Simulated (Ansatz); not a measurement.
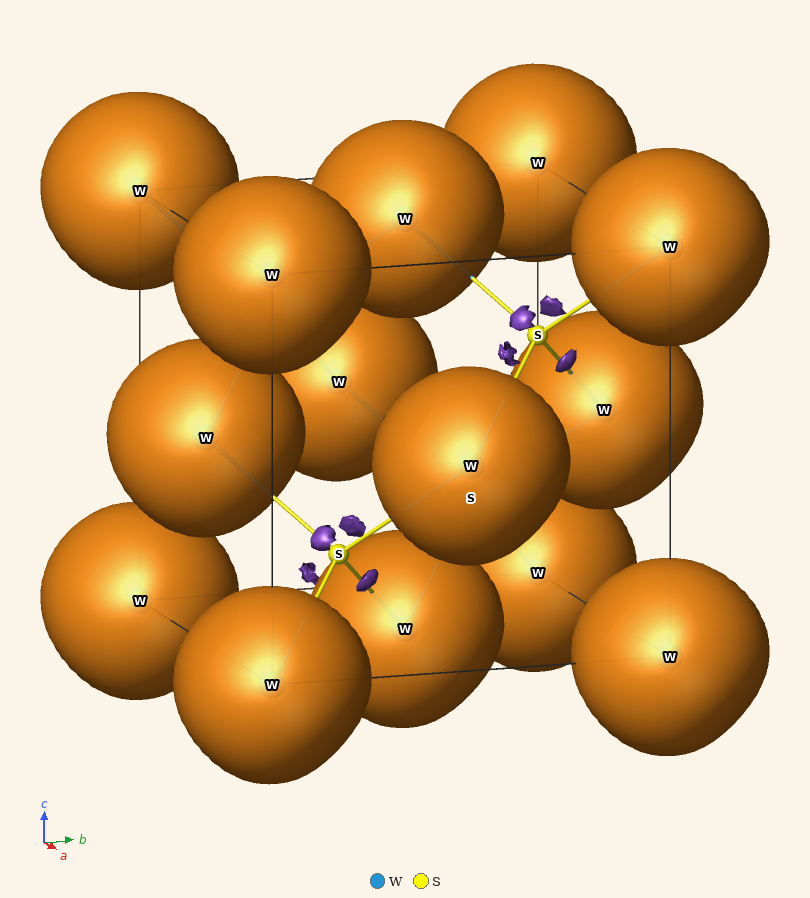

WS. Isosurfaces of the magnetisation density (up minus down) at +0.1 (orange) and −0.1 e/Å³ (purple), seen slightly off an axis. Sticks mark near contacts.

Space group F-43m; started from the zinc blende prototype, which need not be the ambient phase; Hubbard U of 6.2 eV on W d only; spin-polarised.

Computed with Ansatz, DFT PBE+U, scalar-relativistic, plane waves, PAW.

Question: Describe the spin distribution.

Answer: The spin density sits on W: +2.7 μB (×4) in one cell of 8 atoms, with smaller moments on other sites: S (up to −0.27 μB): parallel main moments, as they must be, since the calculation's own cell holds one magnetic site. The cell of the calculation (2 atoms) carries 4.0 μB of net spin moment.
